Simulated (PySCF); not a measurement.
C₅H₁₂Se, SMILES CC(C)(C[SeH])C at its GFN2-xTB optimised geometry (Å):

```
18

C     -0.6486    -1.1853     1.2799
C     -0.1402    -0.5115     0.0000
C      1.3879    -0.5115     0.0000
C     -0.6578    -1.2719    -1.2196
C     -0.6815     0.9195     0.0000
Se    -0.1582     2.0538    -1.5286
H     -0.2780    -0.6678     2.1622
H     -0.3070    -2.2169     1.3192
H     -1.7361    -1.1837     1.3117
H      1.7735     0.0775     0.8304
H      1.7679    -0.0948    -0.9314
H      1.7655    -1.5267     0.0944
H     -1.7446    -1.3243    -1.2067
H     -0.2632    -2.2848    -1.2330
H     -0.3484    -0.7717    -2.1356
H     -0.3752     1.4577     0.8991
H     -1.7735     0.9113    -0.0427
H      1.1985     2.2848    -1.0858
```

Computed with PySCF with CAM-B3LYP/def2-SVP. Cells within 0.4 Å of a nucleus heavier than hydrogen are left out (blank, or x).

Map of the HOMO amplitude (bohr^(-3/2)) on the plane z = 1.0 Å; orbital energy -7.60 eV, overall sign arbitrary:

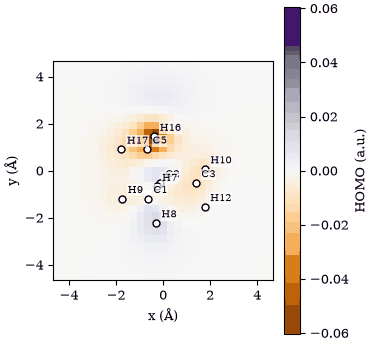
Figure. HOMO amplitude (bohr^(-3/2)) on the plane z = 1.0 Å.
